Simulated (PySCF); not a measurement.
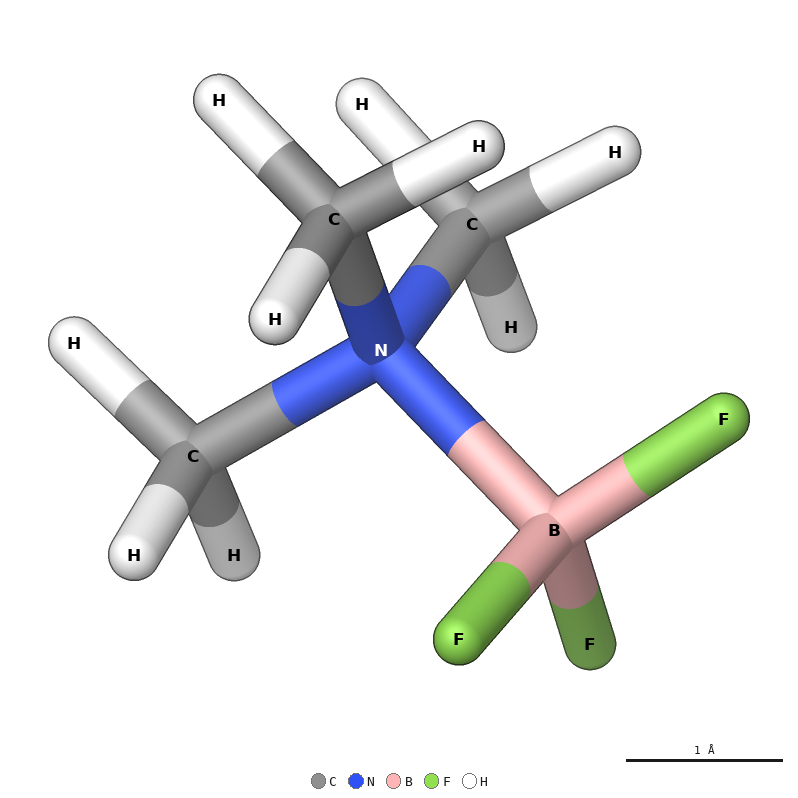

Rendered structure (stick style).

The computed structure is the end point of a PBE0-D3(BJ)/def2-SVP optimisation. No frequency run is at hand to confirm it as a minimum.

Question: Give the formula.

Answer: C₃H₉BF₃N, 17 atoms: 3 carbon, 9 hydrogen, 1 boron, 3 fluorine and 1 nitrogen.

Question: Does it have rings?

Answer: It has no ring.

The parts below concern this one geometry. Atoms keep their numbers from picture to picture.

### Geometry

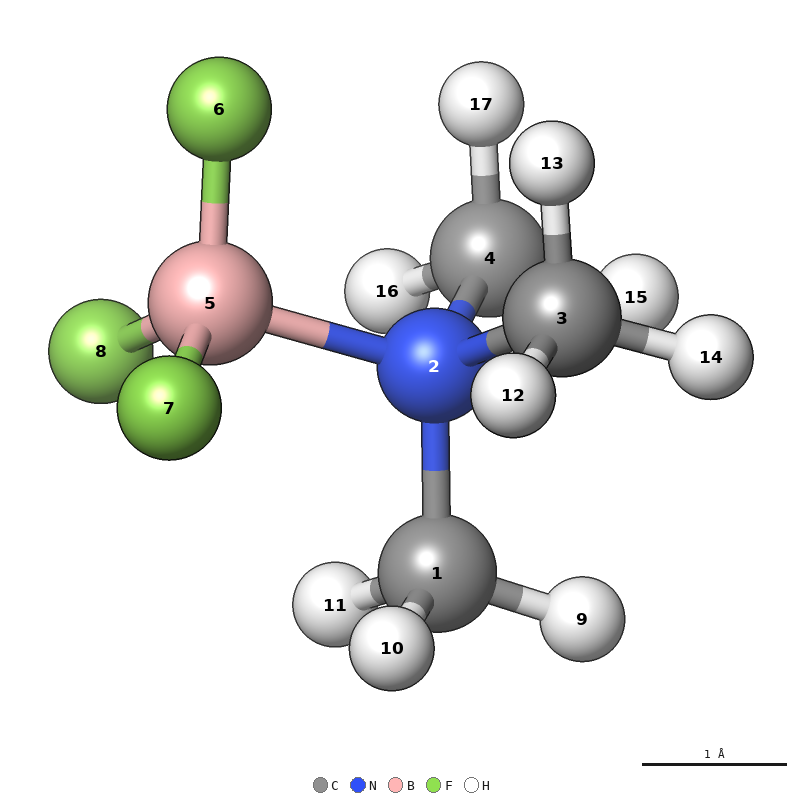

No frequency run is at hand to confirm it as a minimum.

What are the angles C1–N2–C3, C1–N2–B5, N2–C1–H9, N2–C1–H11, N2–C1–H10, N2–B5–F6, N2–B5–F8, F6–B5–F7, F6–B5–F8?

```
    angle  degrees
 C1–N2–C3    110.6
 C1–N2–B5    108.3
 N2–C1–H9    110.4
N2–C1–H11    108.6
N2–C1–H10    108.6
 N2–B5–F6    104.8
 N2–B5–F8    105.0
 F6–B5–F7    113.7
 F6–B5–F8    113.6
```

### Electronic properties

No frequency run is at hand to confirm it as a minimum. Properties computed with B3LYP/def2-SVPD, gas phase (PySCF 2.14.0). Excitations: vertical, linear response.

What does the calculation give?

- dipole moment: 5.92 D
- HOMO energy (Kohn–Sham orbital): −9.27 eV
- LUMO energy (Kohn–Sham orbital): −0.01 eV
- HOMO–LUMO gap: 9.26 eV
- mean static polarisability: 60.9 bohr³
- lowest vertical singlet excitation: 8.42 eV
- its oscillator strength: 0.042

### Charges

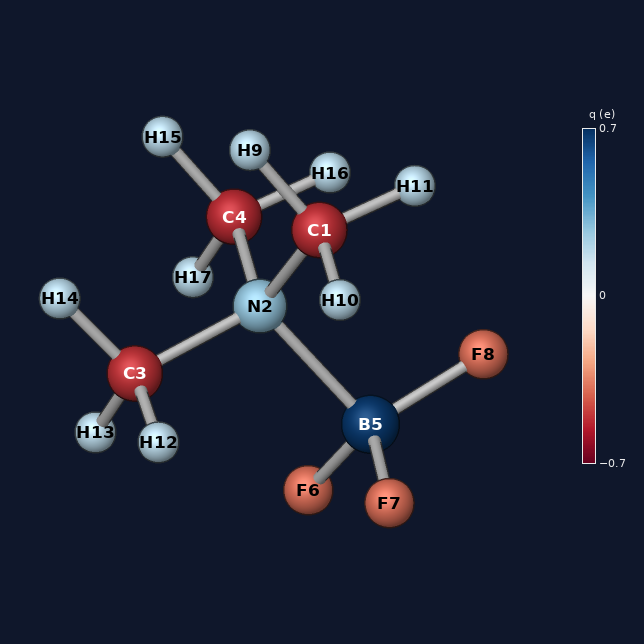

Atoms are coloured by their ESP-fitted charges. No frequency run is at hand to confirm it as a minimum. Method: PBE0/pcSseg-1 in dichloromethane (IEF-PCM) (PySCF 2.14.0).

Question: Which atom carries the highest charge (most positive or least negative)?

Answer: B5 (0.67 e).

Question: And the lowest?

Answer: C1, C3, C4 (−0.52 to −0.50 e).

Give the ESP-fitted charges atom by atom.

```
atom  value (e)
  C1      −0.51
  N2       0.27
  C3      −0.50
  C4      −0.52
  B5       0.67
  F6      −0.38
  F7      −0.38
  F8      −0.38
  H9       0.19
 H10       0.19
 H11       0.19
 H12       0.19
 H13       0.19
 H14       0.19
 H15       0.20
 H16       0.19
 H17       0.19
```

### NMR shielding

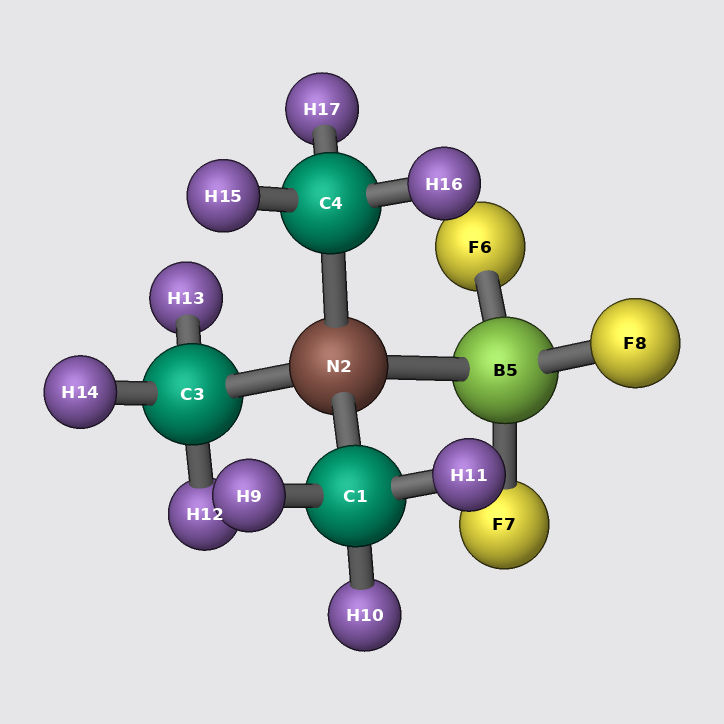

No frequency run is at hand to confirm it as a minimum. Method: GIAO PBE0/pcSseg-1 NMR shielding, non-relativistic, IEF-PCM dimethylsulfoxide (PySCF 2.14.0). Principal shieldings σ11 ≤ σ22 ≤ σ33, span Ω = σ33 − σ11, skew κ = 3(σiso − σ22)/Ω.

Give the shielding tensors of the C atoms.

```json
{"atom": "C1, C3, C4", "σ11": "115.2", "σ22": "117.3", "σ33": "184.6", "σiso": "139.0", "Ω": "69.4", "κ": "0.94"}
```

Shieldings and span in ppm.
